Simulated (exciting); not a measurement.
## O K-edge absorption of NaTlO, all-electron BSE

Wanted: the near-edge spectrum and the bound core excitons at the O K edge of NaTlO.

Program: exciting sodium. Level of theory: X-ray absorption, core-level Bethe-Salpeter equation, exchange and statically screened direct term, Tamm-Dancoff, all-electron LAPW+lo LDA. Results are calculated unless marked as measured.

## Step 1: The structure

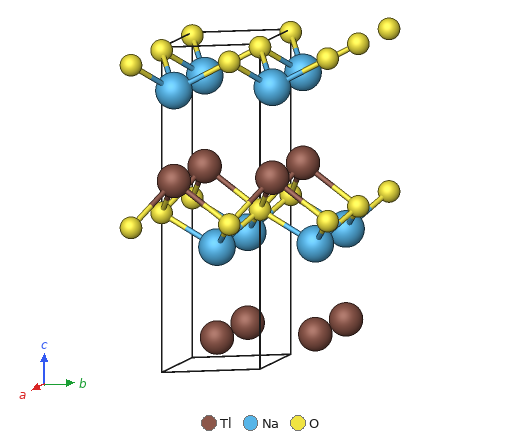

The starting structure, seen slightly off an axis (thallium brown, sodium blue, oxygen yellow). 2×2×1 cells are drawn. Bonds to atoms that aren't drawn are left out. Some periodic images of atoms are drawn too.

As a file:

```cif
data_structure
_symmetry_space_group_name_H-M 'P 1'
_symmetry_Int_Tables_number 1
_cell_length_a 3.4844
_cell_length_b 3.4844
_cell_length_c 11.3946
_cell_angle_alpha 90.000
_cell_angle_beta 90.000
_cell_angle_gamma 120.000
_cell_volume 119.81
loop_
_atom_site_label
_atom_site_type_symbol
_atom_site_fract_x
_atom_site_fract_y
_atom_site_fract_z
_atom_site_occupancy
Tl1 Tl 0.66667 0.33333 0.61572 1
Tl2 Tl 0.33333 0.66667 0.11572 1
Na3 Na 0.33333 0.66667 0.39389 1
Na4 Na 0.66667 0.33333 0.89389 1
O5 O 0.00000 0.00000 0.49040 1
O6 O 0.00000 0.00000 0.99040 1
```

Differences between curves are given as r.m.s. difference over r.m.s. height.

## Step 2: The self-consistent potential

The species files are the program's own, with muffin-tin radii set in the input.

File input.xml:

```
<input>
  <title>NaTlO</title>
  <structure speciespath="." autormt="false" epslat="1.0e-5">
    <crystal>
      <basevect>6.5845364187 0.0000000000 0.0000000000</basevect>
      <basevect>-3.2922682094 5.7023758107 0.0000000000</basevect>
      <basevect>0.0000000000 0.0000000000 21.5326574787</basevect>
    </crystal>
    <species speciesfile="Tl.xml" rmt="2.300">
      <atom coord="0.6666666667 0.3333333333 0.6157190300"/>
      <atom coord="0.3333333333 0.6666666667 0.1157190300"/>
    </species>
    <species speciesfile="Na.xml" rmt="2.240">
      <atom coord="0.3333333333 0.6666666667 0.3938852900"/>
      <atom coord="0.6666666667 0.3333333333 0.8938852900"/>
    </species>
    <species speciesfile="O.xml" rmt="1.963">
      <atom coord="0.0000000000 0.0000000000 0.4903956800"/>
      <atom coord="0.0000000000 0.0000000000 0.9903956800"/>
    </species>
  </structure>
  <groundstate do="fromscratch" xctype="LDA_PW" ngridk="6 6 1" rgkmax="7" gmaxvr="14" nempty="8" swidth="0.001" maxscl="100" epsengy="1e-5"/>
</input>
```

The run is started by

```sh
> OMP_NUM_THREADS=1 mpirun -n 4 exciting
```

Numbers of over 12 decimals in the logs are rounded to 6 here.

The log of the run:

```text
EXCITING SODIUM started
********************************************************************************
* Ground-state run starting from atomic densities                              *
********************************************************************************
+ Starting initialization                                                      +
[... lattice and species ...]
 Spin treatment                             :    spin-unpolarised
 Number of Bravais lattice symmetries       :      24
[...]
valence-band maximum at    7      0.3333  0.3333  0.0000
     conduction-band minimum at    1      0.0000  0.0000  0.0000
+ Self-consistent loop stopped                                                 +
 STATE.OUT is written
********************************************************************************
* Groundstate module stopped                                                   *
********************************************************************************
 Total time spent (seconds)                 :        78.57
| EXCITING SODIUM stopped                                                      =
[key lines of the parts left out:]
Total energy                               :    -41028.22688311
Fermi energy                               :         0.09373900
```

Elapsed: 81 s, on 4 MPI ranks of Intel Xeon at 2.70GHz, shared host.

The mesh shows a gap of 0.96 eV. Core levels (Dirac, from the valence top):

```
atom  level  energy (eV)
   O  1s1/2       -500.3
```

## Step 3: A richer basis for the empty states

Each species file gets more local orbitals, built from u and its energy derivative at 0.15 Ha and u at 0.9 Ha.

input.xml is that of step 2.

File SPECIES.xml, added lines:

```
<lo l="L">  <!-- L = 0, 1, 2, and 3 from Cs on -->
  <wf matchingOrder="0" trialEnergy="0.1500" searchE="false"/>
  <wf matchingOrder="1" trialEnergy="0.1500" searchE="false"/>
  <wf matchingOrder="0" trialEnergy="0.9000" searchE="false"/>
</lo>
```

The run is started by

```sh
> OMP_NUM_THREADS=1 mpirun -n 4 exciting
```

The log of the run:

```text
EXCITING SODIUM started
********************************************************************************
* Ground-state run starting from atomic densities                              *
********************************************************************************
+ Starting initialization                                                      +
[... lattice and species ...]
 Spin treatment                             :    spin-unpolarised
 Number of Bravais lattice symmetries       :      24
[...]
valence-band maximum at    7      0.3333  0.3333  0.0000
     conduction-band minimum at    1      0.0000  0.0000  0.0000
+ Self-consistent loop stopped                                                 +
 STATE.OUT is written
********************************************************************************
* Groundstate module stopped                                                   *
********************************************************************************
 Total time spent (seconds)                 :        84.93
| EXCITING SODIUM stopped                                                      =
[key lines of the parts left out:]
Total energy                               :    -41028.22901305
Fermi energy                               :         0.09391048
```

It took 87 s on 4 MPI ranks.

Against the first ground state the total energy moves by -10 meV an atom and the gap by -0.01 eV.

## Step 4: Screening, kernels and BSE for O atom 5

The absorber has 3 Na at 2.29 Å and 3 Tl at 2.47 Å (distorted octahedral, site symmetry 3m).

Edit input.xml of step 3 so:

```diff
@@ -21,3 +21,20 @@
   </structure>
-  <groundstate do="fromscratch" xctype="LDA_PW" ngridk="6 6 1" rgkmax="7" gmaxvr="14" nempty="8" swidth="0.001" maxscl="100" epsengy="1e-5"/>
+  <groundstate do="skip" xctype="LDA_PW" ngridk="6 6 1" rgkmax="7" gmaxvr="14" nempty="8" swidth="0.001" maxscl="100" epsengy="1e-5"/>
+  <xs xstype="BSE" ngridk="5 5 1" ngridq="5 5 1" vkloff="0.097 0.273 0.493" rgkmax="7" nempty="44" gqmax="3" lmaxapwwf="5" lmaxemat="2" broad="0.01654" tevout="true">
+    <energywindow intv="17.976 19.593" points="439"/>
+    <screening screentype="full" nempty="73"/>
+    <BSE xas="true" xasspecies="3" xasatom="1" xasedge="K" bsetype="singlet" nstlxas="1 40"/>
+    <qpointset>
+      <qpoint>0 0 0</qpoint>
+    </qpointset>
+    <plan>
+      <doonly task="xsgeneigvec"/>
+      <doonly task="writepmatxs"/>
+      <doonly task="scrgeneigvec"/>
+      <doonly task="scrwritepmat"/>
+      <doonly task="screen"/>
+      <doonly task="scrcoulint"/>
+      <doonly task="exccoulint"/>
+    </plan>
+  </xs>
 </input>
```

File input.xml for the last start (plan only):

```
  <plan>
    <doonly task="bse"/>
  </plan>
```

The run is started by

```sh
> OMP_NUM_THREADS=1 mpirun -n 4 exciting
> OMP_NUM_THREADS=4 exciting
```

The log of the run:

```text
| EXCITING SODIUM started for task xsgeneigvec ( 301)                          =
One-shot GS runs for BSE calculations
One-shot GS runs for k+qmt/2 grids
Info(xsgeneigvec): Generating eigenvectors for Q-point      1
Info(xsgeneigvec): Generation of eigenvectors finished
| EXCITING SODIUM started for task writepmatxs ( 320)                          =
Info(writepmatxs): Momentum matrix elements finished
| EXCITING SODIUM started for task scrgeneigvec ( 401)                         =
One-shot GS runs for BSE calculations
One-shot GS runs for k+qmt/2 grids
[...]
Info(setup_bse_block): Setting up RR part of hamiltonian
Info(setup_bse_block): Singlet spin state
Info(bse): Diagonalizing RR Hamiltonian (TDA)
Info(bse): Invoking Lapack routine ZHEEVR
      2000 eigen solutions found in the interval:
         i1=       1 i2=    2000
Info(bse): Writing excition energies and oscillator strengths to text file.
Info(makespectrum_dist): Making spectrum using formula for coupling with time reversed AR basis.
Info(makespectrum_dist): Using formalism for vanishing momentum transfer.
Info(writederived): Writing quantities derived from the macroscopic dielectric function.
Info(bselauncher): Spectrum finished for iqmt=  1
Info(bselauncher): All done for BSE type singlet
```

It took 19 min on 4 MPI ranks.

Wall time by task: xsgeneigvec 14 s, writepmatxs 12 s, scrgeneigvec 11 s, scrwritepmat 12 s, screen 2.9 min, scrcoulint 3.7 min, exccoulint 11 min, bse 12 s.

The O K spectrum of O atom 5 (energy from the Kohn–Sham onset, core level to the lowest empty state found on the meshes used, 501.15 eV; the ground-state mesh sets it, and the shifted mesh has its lowest transition 1.07 eV above it; Im ε scaled to the maximum of the singlet run; cut below the end of the band set):

```
E (eV)  isotropic  ε ⊥ c  ε ∥ c
  -3.0       0.03   0.03   0.03
  -2.0       0.05   0.04   0.06
  -1.0       0.10   0.08   0.13
   0.0       0.38   0.25   0.64
   1.0       1.00   1.07   0.85
   2.0       0.57   0.65   0.42
   3.0       0.69   0.80   0.49
   4.0       0.45   0.48   0.39
   5.0       0.47   0.41   0.59
   6.0       0.31   0.30   0.33
   7.0       0.25   0.24   0.26
   8.0       0.33   0.36   0.27
   9.0       0.31   0.37   0.18
  10.0       0.21   0.21   0.20
  11.0       0.18   0.16   0.24
  12.0       0.24   0.21   0.30
  13.0       0.27   0.21   0.39
  14.0       0.22   0.17   0.32
  15.0       0.25   0.24   0.26
  16.0       0.26   0.29   0.21
  17.0       0.23   0.21   0.26
  18.0       0.26   0.30   0.17
```

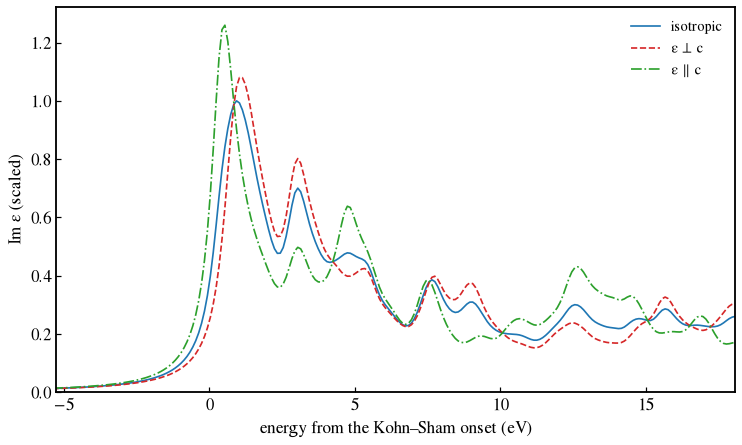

The O K edge of O atom 5.

Maxima (height): 0.9 eV (1.00), 3.0 eV (0.70), 4.7 eV (0.48), 7.6 eV (0.39), 9.1 eV (0.31), 12.6 eV (0.30) and 15.7 eV (0.29).

The Hamiltonian has 2000 rows. The lowest groups of eigenvalues and the brightest ones, on the scale above (the program counts from the shifted mesh's onset, 1.07 eV higher). Core spinors bring spin-forbidden partners, so dark means forbidden by spin or by symmetry, and the shifted mesh splits states that symmetry would keep together:

```
energy (eV)  states within 10 meV  relative strength
      0.376                     1               dark
      0.398                     1               1.00
      0.563                     1               dark
      0.575                     1               0.66
      0.672                     2               0.13
      0.782                     2               0.48
      0.864                     1               0.48
      0.890                     2               0.40
      1.008                     2               0.35
      2.954                     1               0.71
```

## Step 5: Independent particles

Edit input.xml of step 4 so:

```diff
@@ -25,3 +25,3 @@
     <screening screentype="full" nempty="73"/>
-    <BSE xas="true" xasspecies="3" xasatom="1" xasedge="K" bsetype="singlet" nstlxas="1 40"/>
+    <BSE xas="true" xasspecies="3" xasatom="1" xasedge="K" bsetype="IP" nstlxas="1 40"/>
     <qpointset>
@@ -30,9 +30,3 @@
     <plan>
-      <doonly task="xsgeneigvec"/>
-      <doonly task="writepmatxs"/>
-      <doonly task="scrgeneigvec"/>
-      <doonly task="scrwritepmat"/>
-      <doonly task="screen"/>
-      <doonly task="scrcoulint"/>
-      <doonly task="exccoulint"/>
+      <doonly task="bse"/>
     </plan>
```

The run is started by

```sh
> OMP_NUM_THREADS=4 exciting
```

The log of the run:

```text
| EXCITING SODIUM started for task bse ( 445)                                  =
Info(bselauncher): Init time:    1.874032
Info(bselauncher): Setting up and diagonalizing BSE Hamiltonian.
Info(bselauncher): Using momentum transfer vectors from list :   1 to  1
Info(bselauncher): Distributing qmt-points over   1 processes.
Info(bselauncher): BSE type: IP
Info(bselauncher): Momentum transfer list index: iqmt=  1
Info(bselauncher): Momentum transfer: vqmtl=   0.000   0.000   0.000
Info(bse): Inspecting occupations...
Info(setranges_modxs): Number of non-reduced k-points:       25
[...]
highest unoccupied state:  74
  Opening gap with a scissor of:      0.000/H      0.000/eV
Info(select_transitions): Number of participating transitions:    2000
Info(bse): Selecting transitions...
Info(bse):bsegap (eV):   502.216943
Info(bse): IP requested, nothing much to do
Info(bse): Writing excition energies and oscillator strengths to text file.
Info(makespectrum_dist): Making spectrum using formula for coupling with time reversed AR basis.
Info(makespectrum_dist): Using formalism for vanishing momentum transfer.
Info(writederived): Writing quantities derived from the macroscopic dielectric function.
Info(bselauncher): Spectrum finished for iqmt=  1
Info(bselauncher): All done for BSE type IP
```

The job ended after 3 s (4 threads).

Maxima (height): 2.1 eV (0.56), 4.0 eV (0.57), 6.0 eV (0.54), 8.4 eV (0.42) and 9.9 eV (0.35); 3 lower ones aren't listed. The spectrum differs from the singlet run by 52 % r.m.s. Moving the earlier curve by +1.1 eV leaves 30 %. The highest maximum lies at 4.0 eV (0.57), against 0.9 eV (1.00).

## Step 6: Exchange alone

Edit input.xml of step 5 so:

```diff
@@ -25,3 +25,3 @@
     <screening screentype="full" nempty="73"/>
-    <BSE xas="true" xasspecies="3" xasatom="1" xasedge="K" bsetype="IP" nstlxas="1 40"/>
+    <BSE xas="true" xasspecies="3" xasatom="1" xasedge="K" bsetype="RPA" nstlxas="1 40"/>
     <qpointset>
```

The run is started by

```sh
> OMP_NUM_THREADS=4 exciting
```

The log of the run:

```text
| EXCITING SODIUM started for task bse ( 445)                                  =
Info(bselauncher): Init time:    1.622981
Info(bselauncher): Setting up and diagonalizing BSE Hamiltonian.
Info(bselauncher): Using momentum transfer vectors from list :   1 to  1
Info(bselauncher): Distributing qmt-points over   1 processes.
Info(bselauncher): BSE type: RPA
Info(bselauncher): Momentum transfer list index: iqmt=  1
Info(bselauncher): Momentum transfer: vqmtl=   0.000   0.000   0.000
Info(bse): Inspecting occupations...
Info(setranges_modxs): Number of non-reduced k-points:       25
[...]
Info(setup_bse_block): Setting up RR part of hamiltonian
Info(setup_bse_block): Using RPA approximation
Info(bse): Diagonalizing RR Hamiltonian (TDA)
Info(bse): Invoking Lapack routine ZHEEVR
      2000 eigen solutions found in the interval:
         i1=       1 i2=    2000
Info(bse): Writing excition energies and oscillator strengths to text file.
Info(makespectrum_dist): Making spectrum using formula for coupling with time reversed AR basis.
Info(makespectrum_dist): Using formalism for vanishing momentum transfer.
Info(writederived): Writing quantities derived from the macroscopic dielectric function.
Info(bselauncher): Spectrum finished for iqmt=  1
Info(bselauncher): All done for BSE type RPA
```

Run time: 12 s. Hardware: 4 threads.

Maxima (height): 2.1 eV (0.53), 4.0 eV (0.55), 6.0 eV (0.54), 8.4 eV (0.43) and 9.9 eV (0.35); 3 lower ones aren't listed. Against the independent-particle run the r.m.s. difference is 2 %.

## Step 7: A changed run

In this try the input is made faulty on purpose, to show what that does.

Edit input.xml of step 6 so:

```diff
@@ -24,4 +24,4 @@
     <energywindow intv="17.976 19.593" points="439"/>
-    <screening screentype="full" nempty="73"/>
-    <BSE xas="true" xasspecies="3" xasatom="1" xasedge="K" bsetype="RPA" nstlxas="1 40"/>
+    <screening screentype="full" nempty="8"/>
+    <BSE xas="true" xasspecies="3" xasatom="1" xasedge="K" bsetype="singlet" nstlxas="1 40"/>
     <qpointset>
@@ -30,3 +30,6 @@
     <plan>
-      <doonly task="bse"/>
+      <doonly task="scrgeneigvec"/>
+      <doonly task="scrwritepmat"/>
+      <doonly task="screen"/>
+      <doonly task="scrcoulint"/>
     </plan>
```

File input.xml for the last start (plan only):

```
  <plan>
    <doonly task="bse"/>
  </plan>
```

The run is started by

```sh
> OMP_NUM_THREADS=1 mpirun -n 4 exciting
> OMP_NUM_THREADS=4 exciting
```

The log of the run:

```text
| EXCITING SODIUM started for task scrgeneigvec ( 401)                         =
One-shot GS runs for BSE calculations
One-shot GS runs for k+qmt/2 grids
Info(xsgeneigvec): Generating eigenvectors for Q-point      1
Using screening GS parameters.
Info(xsgeneigvec): Generation of eigenvectors finished
| EXCITING SODIUM started for task scrwritepmat ( 420)                         =
Info(writepmatxs): Momentum matrix elements finished
Info(scrwritepmat): Momentum matrix elements for screening finished
| EXCITING SODIUM started for task screen ( 430)                               =
[...]
Info(setup_bse_block): Setting up RR part of hamiltonian
Info(setup_bse_block): Singlet spin state
Info(bse): Diagonalizing RR Hamiltonian (TDA)
Info(bse): Invoking Lapack routine ZHEEVR
      2000 eigen solutions found in the interval:
         i1=       1 i2=    2000
Info(bse): Writing excition energies and oscillator strengths to text file.
Info(makespectrum_dist): Making spectrum using formula for coupling with time reversed AR basis.
Info(makespectrum_dist): Using formalism for vanishing momentum transfer.
Info(writederived): Writing quantities derived from the macroscopic dielectric function.
Info(bselauncher): Spectrum finished for iqmt=  1
Info(bselauncher): All done for BSE type singlet
```

Run time: 5.1 min. Hardware: 4 MPI ranks.

Wall time by task: scrgeneigvec 18 s, scrwritepmat 12 s, screen 55 s, scrcoulint 3.4 min, bse 13 s.

The input has a fault: far too few empty states in the screening. Against the singlet run the r.m.s. difference is 13 %. The highest maximum lies at 0.7 eV (1.12), against 0.9 eV (1.00). The first bright state moves from 0.40 to 0.27 eV. Too few states underscreen, so the attraction is too strong.

```
E (eV)  first run  this run
  -3.0       0.03      0.03
  -2.0       0.05      0.05
  -1.0       0.10      0.12
   0.0       0.38      0.57
   1.0       1.00      1.05
   2.0       0.57      0.53
   3.0       0.69      0.67
   4.0       0.45      0.42
   5.0       0.47      0.45
   6.0       0.31      0.29
   7.0       0.25      0.24
   8.0       0.33      0.30
   9.0       0.31      0.29
  10.0       0.21      0.20
  11.0       0.18      0.18
  12.0       0.24      0.23
  13.0       0.27      0.26
  14.0       0.22      0.21
  15.0       0.25      0.24
  16.0       0.26      0.26
  17.0       0.23      0.22
  18.0       0.26      0.25
```

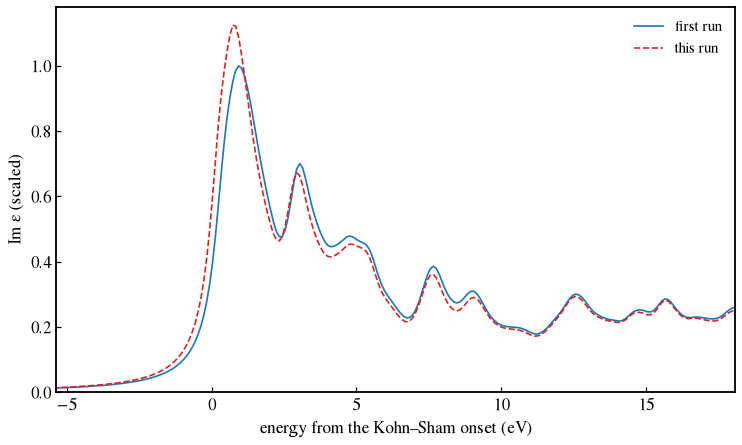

This run beside the first singlet run.

(Part 1 of 2 ends here.)

[Banner, clock and machine lines of the logs are left out without a mark of their own.]

[Logs are printed without paths, hosts, clocks, repeated set-up lines and the standing remarks that a program may print on its own settings, such as how far it seeks lower states.]

[Hosts, paths, dates, database ids (printed as entryN), source tags and the programs' standing remarks are cut or masked in the printed files.]
